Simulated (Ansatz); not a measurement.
Pressure series in Nb

Consider Nb in the bcc (W type) structure (space group Im-3m, No. 229; a = 3.310 Å).

Cell and atoms are relaxed at each pressure.

The values are results of Ansatz (a program for electronic structure), PBE, PAW, cutoff 420 eV, scalar-relativistic without spin-orbit coupling, not measurements.

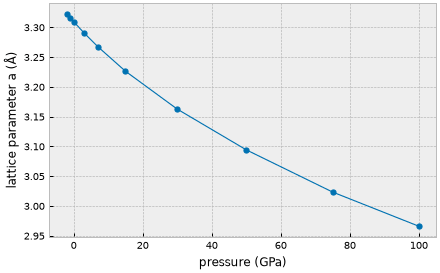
Figure: Lattice parameter a against pressure

### Question
From the plot, what is the lattice parameter a for pressure 3 GPa?

### Answer
About 3.29 Å.

### Question
Is the trend monotonic over the range shown?

### Answer
Yes, it falls throughout, spanning 2.966 Å to 3.323 Å.

Load acts through the strain it causes; cell and atoms are relaxed under it. Whether these cells are dynamically stable was not tested. No other phases were tried under pressure. The final runs are not spin-polarised.
